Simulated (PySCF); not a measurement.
```json
{"atom": "C", "x (Å)": "-2.6576", "y (Å)": "-0.4596", "z (Å)": "-0.2430"}
{"atom": "C", "x (Å)": "-1.8223", "y (Å)": "0.8101", "z (Å)": "-0.2406"}
{"atom": "O", "x (Å)": "-0.5143", "y (Å)": "0.5910", "z (Å)": "0.2061"}
{"atom": "Si", "x (Å)": "0.6716", "y (Å)": "-0.3023", "z (Å)": "-0.4319"}
{"atom": "Si", "x (Å)": "2.3580", "y (Å)": "0.2430", "z (Å)": "1.0501"}
{"atom": "P", "x (Å)": "4.1095", "y (Å)": "-1.0277", "z (Å)": "0.6049"}
{"atom": "H", "x (Å)": "-2.6413", "y (Å)": "-0.9150", "z (Å)": "0.7438"}
{"atom": "H", "x (Å)": "-3.6846", "y (Å)": "-0.2268", "z (Å)": "-0.5104"}
{"atom": "H", "x (Å)": "-2.2551", "y (Å)": "-1.1696", "z (Å)": "-0.9610"}
{"atom": "H", "x (Å)": "-2.2607", "y (Å)": "1.5496", "z (Å)": "0.4377"}
{"atom": "H", "x (Å)": "-1.7916", "y (Å)": "1.2380", "z (Å)": "-1.2495"}
{"atom": "H", "x (Å)": "0.3255", "y (Å)": "-1.7311", "z (Å)": "-0.4954"}
{"atom": "H", "x (Å)": "0.9074", "y (Å)": "0.0758", "z (Å)": "-1.8369"}
{"atom": "H", "x (Å)": "2.7418", "y (Å)": "1.6636", "z (Å)": "0.9829"}
{"atom": "H", "x (Å)": "2.0369", "y (Å)": "-0.0151", "z (Å)": "2.4600"}
{"atom": "H", "x (Å)": "4.4691", "y (Å)": "-0.3148", "z (Å)": "-0.5283"}
```

Geometry: GFN2-xTB.

The calculation used PySCF, UKS B3LYP, pcH-1 on C H O P Si, non-relativistic, mean-field spin-orbit, GIAO.

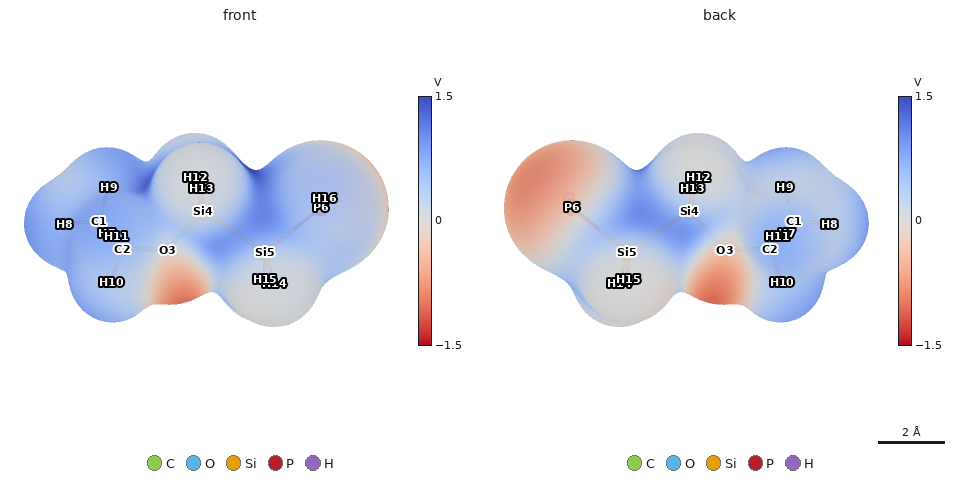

C$_{2}$H$_{10}$OPSi$_{2}$ (SMILES CCO[SiH2][SiH2][PH]) (doublet). The electrostatic potential painted on the density surface at 0.002 e/bohr³, seen from the front and from behind; the colour scale runs from red (negative) to blue (positive).

Which sites attract a positive test charge, and which a negative one?

A positive charge is drawn to the negative regions and a negative charge to the positive ones. The most negative region (about −1.0 V, or −23 kcal/mol for a unit charge) lies over O3, the most positive (about +1.4 V, or +32 kcal/mol for a unit charge) over Si4.
